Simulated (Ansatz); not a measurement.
The starting structures come from a database of crystals and need not be the phases stable at ambient conditions.

 Where the default PAW files enter, the runs use the earlier of Ansatz's two default sets.

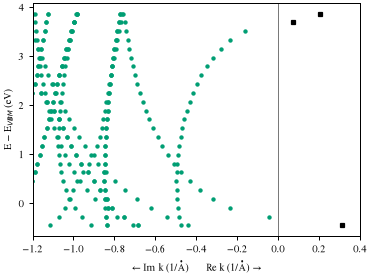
Fig. 1. Complex bands at the centre of the two-dimensional zone; r2SCAN in Ansatz (a first-principles code)

The gap is the functional's own, uncorrected, and κ follows it; spin-orbit coupling is left out. Mid-gap values are interpolated between the computed energies.

Question: This is Rb3TlF6 (I4/mmm, not sure to be the ambient phase, 10 atoms a cell, 24.0 Å³ an atom, -2 GPa at this level) along the normal of (101). Read off the slowest decay at the centre of the two-dimensional zone at 1.89 eV, the computed energy nearest the middle of the gap.

Answer: κ ≈ 0.45 1/Å, a decay length 1/(2κ) of the density of 1.1 Å.
